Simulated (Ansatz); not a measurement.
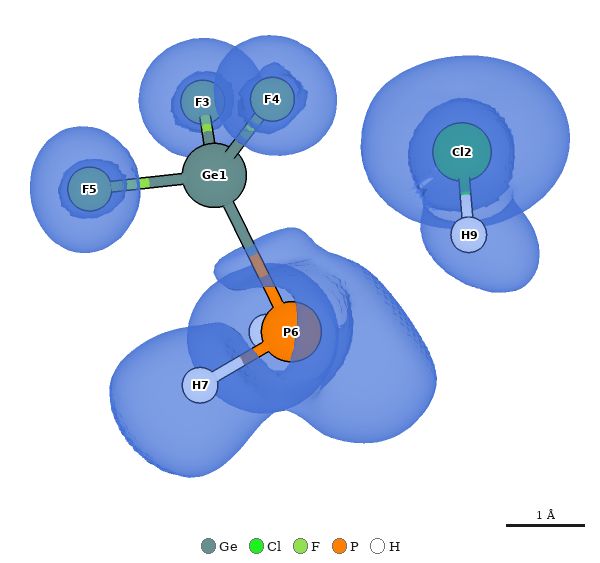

Figure 1: F3GeH2P···HCl. Isosurface of the electron localisation function at 0.75 (blue), seen at a tilt. Core shells and regions of very low density are left out.

Not at a stationary point (largest force 1.2 eV/Å).

All numbers below come from RKS PBE0/def2-SVP in Ansatz.

Input

```
crystal:
  periodic: [false, false, false]
  atoms:
    - { symbol: Ge, position_ang: [0.0, 0.0, 0.0] }
    - { symbol: Cl, position_ang: [0.0, 0.0, 2.57] }
    - { symbol: F, position_ang: [1.5842, 0.0, -0.5594] }
    - { symbol: F, position_ang: [-0.7913, 1.3709, -0.5594] }
    - { symbol: F, position_ang: [-0.7913, -1.3709, -0.5594] }
    - { symbol: P, position_ang: [-2.4389, 0.0, 0.8104] }
    - { symbol: H, position_ang: [-3.2053, -0.8853, 0.0071] }
    - { symbol: H, position_ang: [-2.4887, -0.4268, 2.1638] }
    - { symbol: H, position_ang: [-1.4561, 0.0, 2.0743] }
basis:
  gaussian: { orbitals: def2-SVP }
hamiltonian:
  xc: pbe0
relax:
  f_tol: 0.15
  max_steps: 25
  restrain:
    - { distance: [0, 5], at: 2.27, k: 30.0 }
    - { distance: [8, 1], at: 1.37, k: 30.0 }
    - { distance: [0, 1], at: 3.42, k: 30.0 }
    - { distance: [8, 5], at: 2.62, k: 30.0 }
output:
  orbitals: {}
```

Launched as:

```sh
ansatz run input.yaml --threads 4 --pin off --max-ram 5120MiB --backend cpu --events-out ev --progress --plain --runs-dir out
```

The fields are those of the run's last geometry, not of the input's.

Q: Describe the localisation domains.

A: At this value the surface marks out three regions wrapped around F (the valence shell of each), one joined region spread over several atoms (Cl, H), in which their bonds and any lone pairs are merged and one joined region spread over several atoms (H, P), in which their bonds and any lone pairs are merged.

Values along the shortest contacts:
Ge1···Cl2 (3.42 Å): the ELF dips to about 0.05 between them. Ge–F (1.72 Å): the ELF peaks at about 0.80 in the valence shell of F, 0.5 Å from its nucleus, and is about 0.25 at the midpoint.
